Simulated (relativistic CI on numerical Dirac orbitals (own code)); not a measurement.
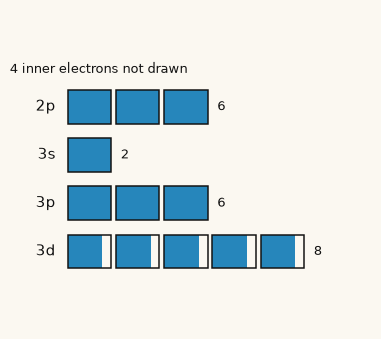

Fig. 1: The outer shells of the leading configuration of the lowest level: a box for each of the 2l + 1 orbitals, shaded by the share of the shell that is filled, with the electron count at the right.

## Relativistic CI calculation, with input and output: As⁷⁺

As⁷⁺. Computed at this level: Dirac-Coulomb-Breit CI, KLI orbitals optimised for each configuration, model QED (radiative potential, 1s self-energy scaled to tabulated hydrogen-like ionisation energies), valence Slater integrals scaled by 0.9, P86 correlation energy added to each configuration (relativistic CI on numerical Dirac orbitals, in-house).

## The input
```
atom As  Z=33  charge=7  electrons=26
nucleus A=75  rms_radius_fm=4.0968
hamiltonian dirac-coulomb  breit=on  qed=on  c_scale=1
orbitals kli  potential=per-configuration
slater_scale 0.9
correlation p86
mixing on
configurations
  [Ar] 3d8
  [Ar] 3d6 4s2
  [Ne] 3s2 3p5 3d9
  [Ne] 3s2 3p4 3d10
  [Ne] 3s 3p6 3d9
  [Ar] 3d7 4s
  [Ar] 3d7 4p
end
```

Hardware: 1 CPU thread, shared host.

Launched within a batch (the task file carries these settings):
```bash
python <driver script> task.json out
```

The program writes its results to a structured record and prints no log; tables and figures of this report are taken from that record.

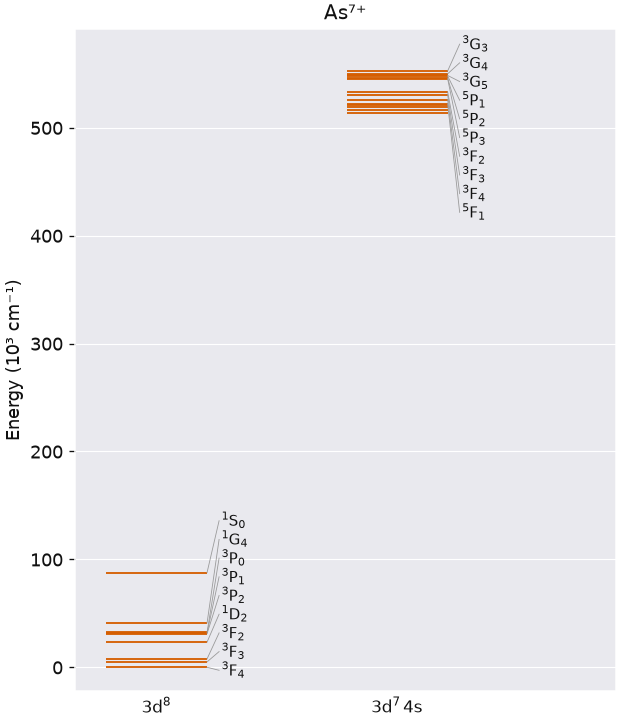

Fig. 2: Level diagram of As VIII (As⁷⁺). The lowest level is 3d⁸ ³F₄. The first excited level, 3d⁸ ³F₃, lies at 5,010 cm⁻¹. The ground term spreads over 7,800 cm⁻¹ in the order J = 4, 3, 2, an inverted multiplet. All levels drawn have even parity, so no electric dipole line joins them. The levels are close to LS coupling (mean leading weight 94 % in LS and 60 % in jj).

```csv
Configuration,Level,E (cm⁻¹)
3d⁸,³F₄,0
3d⁸,³F₃,"5,015"
3d⁸,³F₂,"7,798"
3d⁸,¹D₂,"23,360"
3d⁸,³P₂,"31,170"
3d⁸,³P₁,"31,810"
3d⁸,³P₀,"32,370"
3d⁸,¹G₄,"41,020"
3d⁸,¹S₀,"87,790"
3d⁷ 4s,⁵F₅,"513,200"
3d⁷ 4s,⁵F₄,"516,500"
3d⁷ 4s,⁵F₃,"519,200"
3d⁷ 4s,⁵F₂,"521,100"
3d⁷ 4s,⁵F₁,"522,300"
3d⁷ 4s,³F₄,"526,200"
3d⁷ 4s,³F₃,"530,700"
3d⁷ 4s,³F₂,"533,500"
3d⁷ 4s,⁵P₃,"545,600"
```

## Key numbers

| quantity | value |
| --- | --- |
| outcome | converged |
| lowest level | 3d⁸ ³F₄ |
| first excited level | 3d⁸ ³F₃, 5,015 cm⁻¹ |
| levels computed | 212 |
| SCF iterations | 61 |
| wall time | 0.57 s |

## Remarks

Caveats: configurations can be misplaced by up to about 7 % of their energy.
